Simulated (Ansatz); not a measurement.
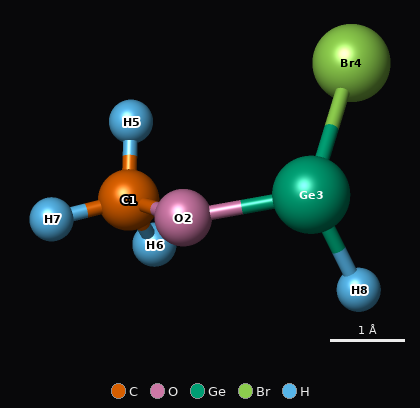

The input geometry of the first run (ball-and-stick view, seen at a tilt; atoms are numbered from 1 in the order of the input). Sticks mark near contacts.

## CH4BrGeO: a changed input and its effect

System: CH4BrGeO, multiplicity 2.
Method of the first run: UKS PBE0-D4/def2-SVP (Ansatz 0.2.0).

Text and figures count atoms from 1; the logs count them from 0 in places.

## The input, the first run
```yaml
crystal:
  periodic: [false, false, false]
  atoms:
    - { symbol: C, position_ang: [0.534954, 1.027354, -0.385344] }
    - { symbol: O, position_ang: [0.72827, -0.198953, 0.268066] }
    - { symbol: Ge, position_ang: [-0.019102, -1.732144, -0.223351] }
    - { symbol: Br, position_ang: [-0.333049, -1.668309, -2.538109] }
    - { symbol: H, position_ang: [0.86301, 0.985356, -1.439251] }
    - { symbol: H, position_ang: [-0.519714, 1.354094, -0.359857] }
    - { symbol: H, position_ang: [1.144277, 1.786526, 0.129143] }
    - { symbol: H, position_ang: [-1.415376, -1.679013, 0.464331] }
magnetization:
  spin_polarized: true
  initial_magnetization: 1
basis:
  gaussian: { orbitals: def2-SVP }
hamiltonian:
  xc: pbe0
  dispersion: d4
output:
  forces: true
```

Launched with:
```bash
ansatz run input.yaml --threads 1 --pin off --max-ram 2560MiB --backend cpu --events-out ev --progress --plain --runs-dir out
```

Hardware: 1 thread of Arm Neoverse N1, 98 GiB of memory available, shared host.

## Output (the first run)
```
Engine: ansatz 0.2.0, aarch64-unknown-linux-gnu
Functional definition: PBE0
  parameter a = 0.25
  parameter kappa = 0.804
  parameter beta = 0.06672455060314922
  exchange = (1 - a)*pbe_x(kappa = kappa, mu = beta*pi^2/3) + a*exact_x
  correlation = pbe_c(beta = beta)
1100 factors; integrals over basis functions are off by at most 1.3e-3 eV
mean field evaluation 1: about -129672.8961 eV, gradient 3.3e1 eV
mean field evaluation 2: about -129649.6278 eV, gradient 7.8e1 eV
mean field evaluation 4: about -129677.2294 eV, gradient 4.2e0 eV
mean field evaluation 8: about -129677.3718 eV, gradient 3.3e-1 eV
mean field evaluation 16: about -129677.3724 eV, gradient 5.0e-4 eV
mean field -129677.37244544 eV, -4765.5555388900 hartree, gradient 7.1e-5 eV, S^2 0.753138; 0 other end points of the search recorded, 0 dependent functions left out
the calculation of the forces begins
reference -129677.37247140 eV, -4765.5555398439 hartree; 43, 42 occupied and 69, 70 virtual orbitals, 1100 factors
Total energy: -129677.52767591 eV, -4765.5612435045 hartree
Atom 0 at     0.534954     1.027354    -0.385344 Å, force     0.213566    -0.016776    -0.071635 eV/Å
Atom 1 at     0.728270    -0.198953     0.268066 Å, force     0.019730    -0.103616     0.037943 eV/Å
Atom 2 at    -0.019102    -1.732144    -0.223351 Å, force     0.067917     0.327504    -0.030116 eV/Å
Atom 3 at    -0.333049    -1.668309    -2.538109 Å, force    -0.020241    -0.040274     0.078170 eV/Å
Atom 4 at     0.863010     0.985356    -1.439251 Å, force    -0.060160     0.048017    -0.009834 eV/Å
Atom 5 at    -0.519714     1.354094    -0.359857 Å, force    -0.037275    -0.002251    -0.012440 eV/Å
Atom 6 at     1.144277     1.786526     0.129143 Å, force    -0.010154     0.011165     0.010448 eV/Å
Atom 7 at    -1.415376    -1.679013     0.464331 Å, force    -0.173382    -0.223769    -0.002536 eV/Å
Dipole moment:    -0.087661     0.058770     0.155658 e Å
```

For the second run the input was changed thus:
```diff
-    - { symbol: Ge, position_ang: [-0.019102, -1.732144, -0.223351] }
-    - { symbol: Br, position_ang: [-0.333049, -1.668309, -2.538109] }
+    - { symbol: Ge, position_ang: [-0.52205, -1.442862, 0.468369] }
+    - { symbol: Br, position_ang: [0.42585, -3.232249, 1.634698] }
-    - { symbol: H, position_ang: [-1.415376, -1.679013, 0.464331] }
+    - { symbol: H, position_ang: [-0.800106, -1.900606, -0.99398] }
```

Predict how the results change.

With the same method and basis, the second run lies 1.1 kcal/mol higher.

## Output (the second run)
```
Engine: ansatz 0.2.0, aarch64-unknown-linux-gnu
Functional definition: PBE0
  parameter a = 0.25
  parameter kappa = 0.804
  parameter beta = 0.06672455060314922
  exchange = (1 - a)*pbe_x(kappa = kappa, mu = beta*pi^2/3) + a*exact_x
  correlation = pbe_c(beta = beta)
1101 factors; integrals over basis functions are off by at most 1.3e-3 eV
mean field evaluation 1: about -129672.9222 eV, gradient 3.2e1 eV
mean field evaluation 2: about -129654.5084 eV, gradient 7.3e1 eV
mean field evaluation 4: about -129677.2170 eV, gradient 3.8e0 eV
mean field evaluation 8: about -129677.3384 eV, gradient 2.6e-1 eV
mean field evaluation 16: about -129677.3388 eV, gradient 4.3e-4 eV
mean field -129677.33883632 eV, -4765.5543037777 hartree, gradient 5.9e-5 eV, S^2 0.753304; 0 other end points of the search recorded, 0 dependent functions left out
the calculation of the forces begins
reference -129677.33886276 eV, -4765.5543047491 hartree; 43, 42 occupied and 69, 70 virtual orbitals, 1101 factors
Total energy: -129677.48020846 eV, -4765.5594991076 hartree
Atom 0 at     0.534954     1.027354    -0.385344 Å, force    -0.021920    -0.107357     0.167909 eV/Å
Atom 1 at     0.728270    -0.198953     0.268066 Å, force     0.253883    -0.026280     0.243087 eV/Å
Atom 2 at    -0.522050    -1.442862     0.468369 Å, force     0.061390    -0.071274    -0.004708 eV/Å
Atom 3 at     0.425850    -3.232249     1.634698 Å, force    -0.041237     0.287390    -0.183191 eV/Å
Atom 4 at     0.863010     0.985356    -1.439251 Å, force    -0.031412    -0.078376    -0.012432 eV/Å
Atom 5 at    -0.519714     1.354094    -0.359857 Å, force     0.008439     0.116905    -0.064940 eV/Å
Atom 6 at     1.144277     1.786526     0.129143 Å, force    -0.044391     0.088740    -0.037539 eV/Å
Atom 7 at    -0.800106    -1.900606    -0.993980 Å, force    -0.184752    -0.209747    -0.108185 eV/Å
Dipole moment:    -0.297804     0.396759    -0.287795 e Å
```

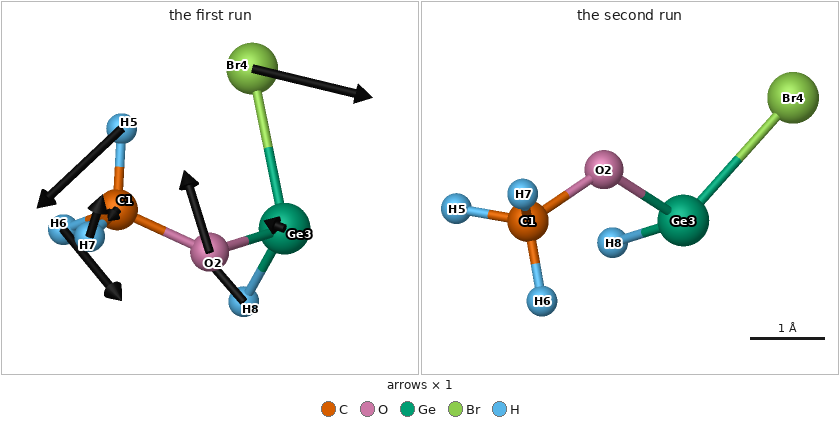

The two input geometries at one scale (ball-and-stick view, seen at a tilt). The black arrows on the first give the shifts of the atoms after the best rigid fit, at true length. The largest move after the best rigid fit is that of Br4, 1.69 Å. By element the largest moves are Br 1.69 Å, H 1.65 Å, O 1.22 Å, Ge 0.33 Å, C 0.23 Å.

## The two runs side by side

| quantity | the first run | the second run |
| --- | --- | --- |
| outcome | converged | converged |
| total energy (hartree) | −4765.561244 | −4765.559499 |
| ⟨S²⟩ | 0.753 | 0.753 |
| largest force (eV/Å) | 0.336 | 0.352 |
| basis functions | 112 | 112 |
| wall time (shared host) | 19 s | 19 s |
